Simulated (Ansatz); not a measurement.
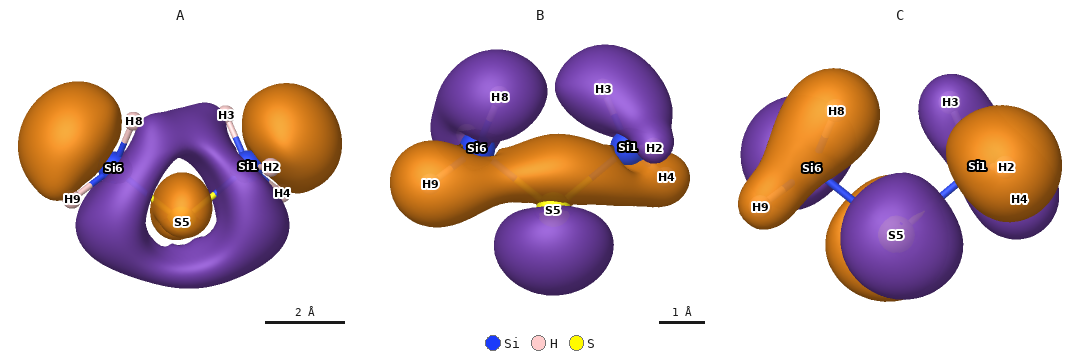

The picture shows: H$_{6}$SSi$_{2}$ ((H3Si)2S) (charge +1, doublet). Three frontier orbitals at ±0.06 Å⁻³ᐟ² (orange and purple are the two phases), in no order.

Geometry: PBE-D4/def2-TZVP.

Computed with UKS PBE0-D4/def2-TZVP in Ansatz 0.2.0.

```xyz
9

Si    1.0836   -1.2349    0.5040
H     1.2348   -1.0173    1.9780
H     1.8187   -0.2465   -0.3268
H     1.1973   -2.6607    0.1021
S    -1.0866   -0.8054    0.3018
Si   -1.0758    1.2601   -0.5137
H    -0.7836    0.9612   -1.9525
H     0.0507    1.9634    0.1605
H    -2.4392    1.7802   -0.2536
```

Which picture is the HOMO−1, the HOMO and the LUMO? All are α orbitals.

B is the HOMO−1 (α) (−14.80 eV). By Hirshfeld shares it lies mainly on S5 (about 45 %), Si6 (about 15 %), Si1 (about 10 %), H8 (about 10 %) and H3 (about 10 %). C is the HOMO (α) (−14.38 eV). It lies mainly on S5 (about 40 %), Si1 (about 15 %), Si6 (about 10 %), H2 (about 10 %) and H7 (about 10 %). A is the LUMO (α) (−5.74 eV). Its weight (Hirshfeld) is mainly on Si6 (about 30 %), Si1 (about 30 %) and S5 (about 25 %).

What is the gap between the highest occupied and lowest empty α orbitals?

8.64 eV between the orbital energies.
